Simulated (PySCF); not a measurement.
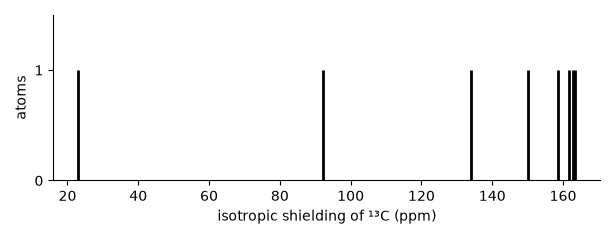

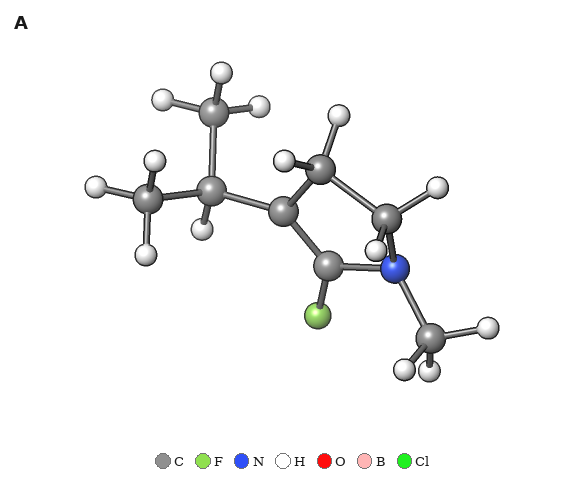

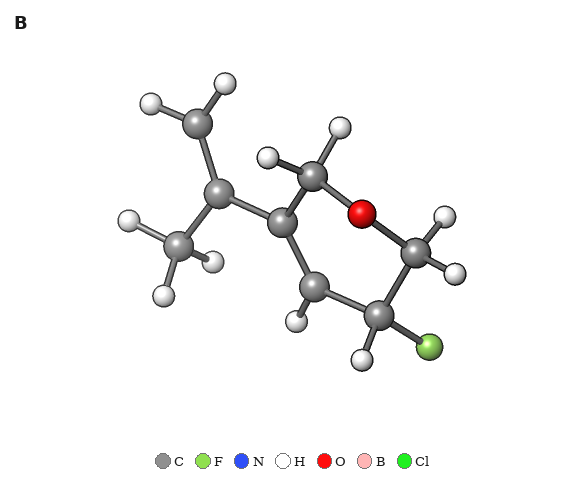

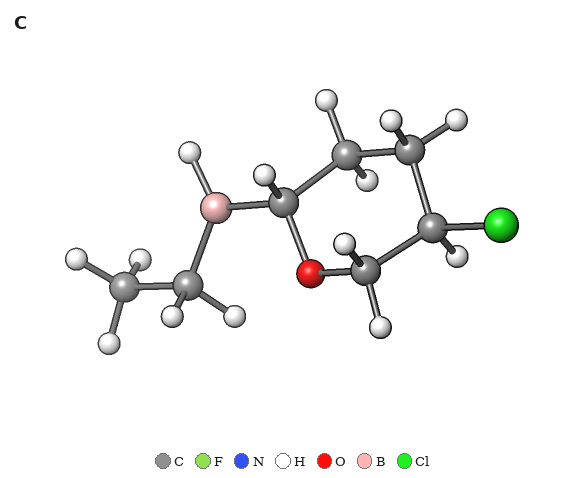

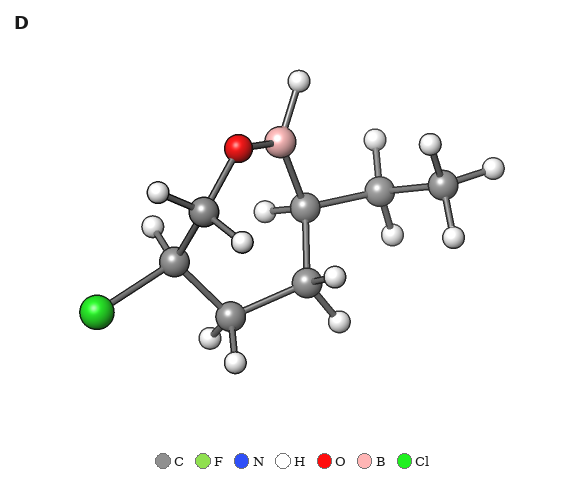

The sticks are computed shieldings of one of the molecules, for one fixed geometry (GFN2-xTB) without averaging over rotations. Low shielding means a high chemical shift. Method: GIAO PBE0/pcSseg-1 NMR shielding, non-relativistic, gas phase (PySCF 2.14.0).

Which molecule gives this pattern?

Answer. A, `CC(C)C1=C(F)N(C)CC1`. Its 8 C atoms give lines at 23.0, 92.3, 134.0, 150.2, 158.7, 161.7, 162.7, 163.5 ppm.

The geometry is semi-empirical. Around B such bond lengths and angles can be off by a tenth of an ångström or more and by several degrees, and values that hang on the shape move with them.
